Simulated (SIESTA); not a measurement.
# Converging the k-point mesh: Tc (P-3m1, 2 atoms in the cell)

```yaml
crystal:
  lattice:
    - [1.36315, -2.36104, 0.00000]
    - [1.36315, 2.36104, 0.00000]
    - [0.00000, 0.00000, 4.36805]
  atoms:
    - { symbol: Tc, position: [0.33333, 0.66667, 0.26145] }
    - { symbol: Tc, position: [0.66667, 0.33333, 0.75000] }
```

Method: GGA PBEsol, numerical atomic orbitals DZP, PseudoDojo PBEsol standard norm-conserving potentials (rewritten from UPF to PSML) (SIESTA).

Base settings: XC.functional = GGA; XC.authors = PBEsol; potentials = PseudoDojo PBEsol standard; PAO.BasisSize = DZP; PAO.EnergyShift = 0.01 Ry; MeshCutoff = 300 Ry; kgrid.MonkhorstPack = 6 6 4; OccupationFunction = MP; OccupationMPOrder = 0; ElectronicTemperature = 0.1 eV.

Only quantities that move along the ladder and can be compared are tabulated.

Core times come from one kind of shared machine, to one figure; runs under 30 s give none.

The starting cell has typed, rounded lattice constants, without a prior relaxation at this level. Its lattice was rescaled by up to half a per cent. One atom was moved a little off its site on purpose. Spin polarisation is off. Values carry the incompleteness of an atom-centred basis. Without a gap this mesh is coarse (it stands for a supercell whose shortest vector is 16 Å).

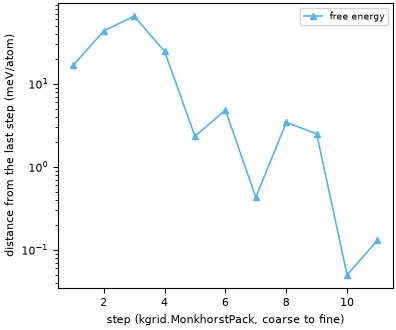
Figure. Distance from the last step along the ladder; very small values are drawn at a floor.

```csv
kgrid.MonkhorstPack,free energy less the last step's (meV/atom),pressure (GPa),largest difference of a force vector from the last step's (eV/Å),core time / last (rough)
2 2 2,-16.75,-12.78,1.125,–
4 4 2,43.31,-0.44,0.454,–
5 5 3,-65.29,-3.09,0.251,–
6 6 4,24.62,-1.40,0.170,–
7 7 4,-2.33,-1.81,0.270,–
9 9 5,4.83,-1.83,0.034,–
11 11 6,0.43,-2.06,0.012,–
13 13 7,3.43,-1.69,0.008,0.2
16 16 9,2.51,-1.85,0.029,0.3
20 20 11,-0.01,-1.85,0.002,0.4
22 22 12,0.13,-1.99,0.008,0.5
27 27 15,0.00,-1.95,0.000,1
```

Coarsest kgrid.MonkhorstPack that holds the forces within 0.02 eV/Å of the last step, with all finer ones: 20 20 11, at about 0.4 of the last step's time; the step before is off by 0.029 eV/Å.

Coarsest kgrid.MonkhorstPack that holds the free energy within 2 meV/atom of the last step, with all finer ones: 20 20 11, at about 0.4 of the last step's time; the step before is off by 2.5 meV/atom.

Coarsest kgrid.MonkhorstPack that holds the pressure within 0.2 GPa of the last step, with all finer ones: 16 16 9, at about 0.3 of the last step's time; the step before is off by 0.26 GPa.
